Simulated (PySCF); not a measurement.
## Excited-state calculation of Si₃H₆S₃

Si₃H₆S₃, SMILES [SiH2]1S[SiH2]S[SiH2]S1, computed with TDDFT CAM-B3LYP/def2-SVPD, vertical, gas phase, core orbitals frozen in the response (PySCF 2.14.0).

The geometry comes from this level: PBE0-D3(BJ)/def2-SVP.

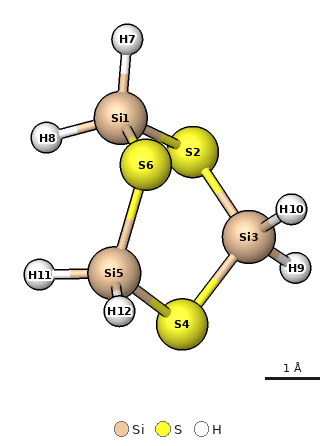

The structure as given in the input (ball-and-stick view, seen at a tilt; atoms are numbered from 1 in the order of the input).

Results in brief:

| quantity | value |
| --- | --- |
| outcome | converged |
| total energy | −2066.229742 hartree |
| HOMO | −8.77 eV |
| LUMO | −0.14 eV |
| dipole moment | 0.86 D |
| mean polarisability | 134.25 a.u. |
| vertical ionisation energy | 9.42 eV |
| vertical electron affinity | −0.42 eV |
| lowest singlet excitation | 5.46 eV |
| hardware | 1 CPU thread, shared host |
| wall time | 6 min |
| peak memory | 1.1 GiB |

Input file:
```
{"job": {"kind": "uv", "xc": "CAM-B3LYP", "basis": "def2-SVPD", "nstates": 6, "ntriplets": 2, "ip": true}, "charge": 0, "multiplicity": 1}
Si     1.005259    -0.881351    -1.340030
S      0.051572     0.914089    -2.051029
Si    -1.408242     1.244523    -0.508164
S     -0.574200     1.572448     1.447260
Si     0.369861    -0.324251     1.830483
S     -0.058209    -1.781429     0.302128
H      1.015589    -1.897297    -2.425722
H      2.394935    -0.554303    -0.912080
H     -2.032183     2.545808    -0.864917
H     -2.413026     0.151255    -0.479866
H      1.842173    -0.112808     1.922559
H     -0.155396    -0.902970     3.095882
```

The first line tells a small driver script what to run in PySCF; the rest is the geometry in Å.

Launched with:
```bash
OMP_NUM_THREADS=1 python <driver script> task.json out
```

Log:
```
coarse grid: 13464 points
cycle   1  E = -2065.9480398202  dE =  4.608e-01  |g| = 4.389e-01  |ddm| = 4.227e+00
cycle   2  E = -2065.9659215657  dE = -1.788e-02  |g| = 3.916e-01  |ddm| = 1.466e+00
cycle   3  E = -2066.0139168415  dE = -4.800e-02  |g| = 3.224e-02  |ddm| = 7.417e-01
cycle   4  E = -2066.0143070888  dE = -3.902e-04  |g| = 1.347e-02  |ddm| = 9.622e-02
cycle   5  E = -2066.0143723059  dE = -6.522e-05  |g| = 2.803e-03  |ddm| = 3.441e-02
cycle   6  E = -2066.0143756249  dE = -3.319e-06  |g| = 5.496e-04  |ddm| = 7.121e-03
final grid: 103248 points
cycle   7  E = -2066.2297416608  dE = -4.316e-06  |g| = 7.430e-04  |ddm| = 2.339e-02
cycle   8  E = -2066.2297417328  dE = -7.207e-08  |g| = 6.128e-04  |ddm| = 3.274e-03
cycle   9  E = -2066.2297418534  dE = -1.206e-07  |g| = 7.703e-05  |ddm| = 1.226e-03
cycle  10  E = -2066.2297418561  dE = -2.692e-09  |g| = 1.834e-05  |ddm| = 2.705e-04
cycle  11  E = -2066.2297418563  dE = -1.619e-10  |g| = 7.859e-06  |ddm| = 5.719e-05
```

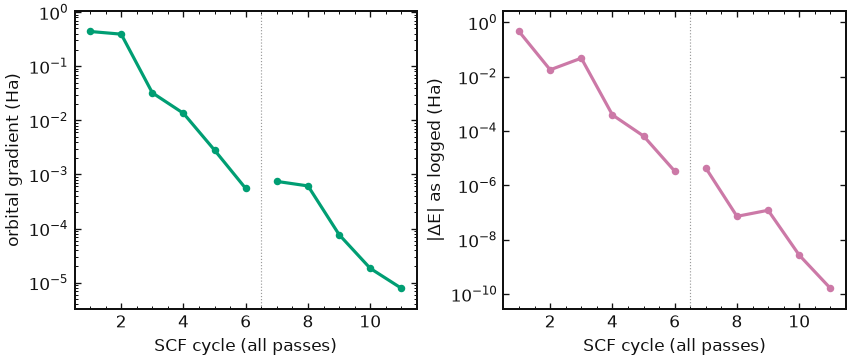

Convergence of the self-consistent field: orbital gradient and size of the energy change against the SCF cycle. The dotted line marks the change from a coarse to the final integration grid. The first 6 cycles use a coarse grid, the final grid takes over at cycle 7, and the field converges after 11 cycles in all.

```
converged SCF energy = -2066.2297418563

Static polarisability (au): isotropic 134.246, principal 111.328 144.245 147.164

Singlet excitations
state   eV       nm        f      main configurations
  1   5.4574    227.2   0.00382   H->L 0.85
  2   5.7134    217.0   0.00058   H-1->L 0.73, H->L+2 0.10
  3   5.9397    208.7   0.01522   H-2->L 0.93
  4   6.1602    201.3   0.01795   H->L+1 0.77
  5   6.2929    197.0   0.00095   H-1->L+1 0.53, H->L+4 0.27
  6   6.3043    196.7   0.00073   H-2->L+2 0.46, H-2->L+1 0.30

Triplet excitations (Tamm-Dancoff, eV): 5.1914 5.4536
Vertical ionisation energy (delta-SCF) = 9.4230 eV
Vertical electron affinity (delta-SCF) = -0.4153 eV
```

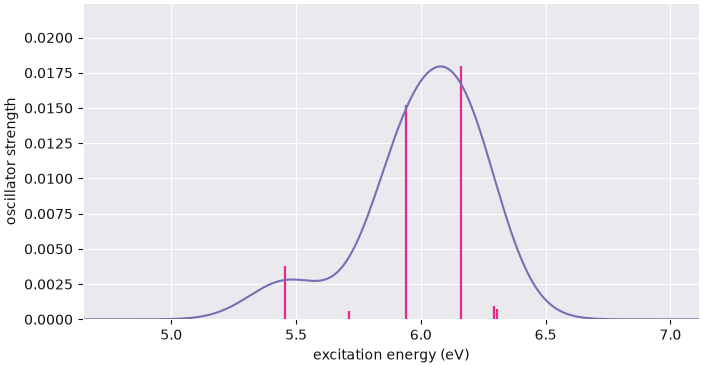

Computed excitations as sticks (degenerate states added up, dark ones marked on the axis), with a Gaussian envelope of 0.35 eV full width at half maximum, scaled to the tallest. Of the 6 states the lowest lies at 5.46 eV (f = 0.004); the strongest line is at 6.16 eV, or 201 nm (f = 0.018).

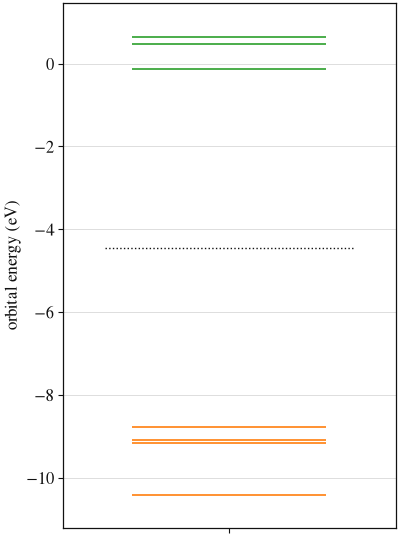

Orbital energies near the frontier; the dotted line parts filled from empty levels, and levels within 0.02 eV of each other stand side by side. Highest filled −8.77 eV, lowest empty −0.14 eV, 8.63 eV apart.
